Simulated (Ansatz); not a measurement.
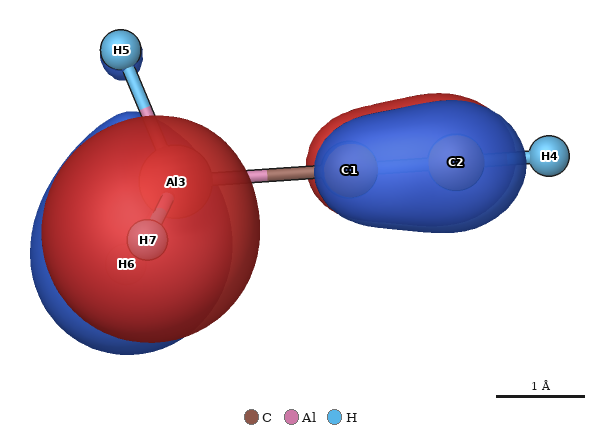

Figure 1: C₂H₄Al (charge −1). The HOMO at ±0.1 Å⁻³ᐟ² (red and blue are the two phases), seen at a tilt.

Geometry: PBE0-D3(BJ)/def2-SVPD.

These are results of isolated molecule in a Gaussian basis; Kohn-Sham density functional theory, functional PBE0 in Ansatz, not measurements.

```xyz
7

C     1.5658    0.8392    1.7692
C     1.3200    2.0356    1.6452
Al    1.9671   -1.1146    1.9718
H     1.1050    3.0823    1.5367
H     1.5989   -1.5567    3.5047
H     1.0499   -1.9400    0.8956
H     3.5599   -1.3441    1.6704
```

Q: Where does this orbital lie, and at what energy?

A: It lies mainly on H7 (about 30 %), Al3 (about 25 %), H6 (about 20 %), C2 (about 10 %) and C1 (about 5 %). It is one of a degenerate set, so its orientation is arbitrary. Its energy is −2.54 eV.
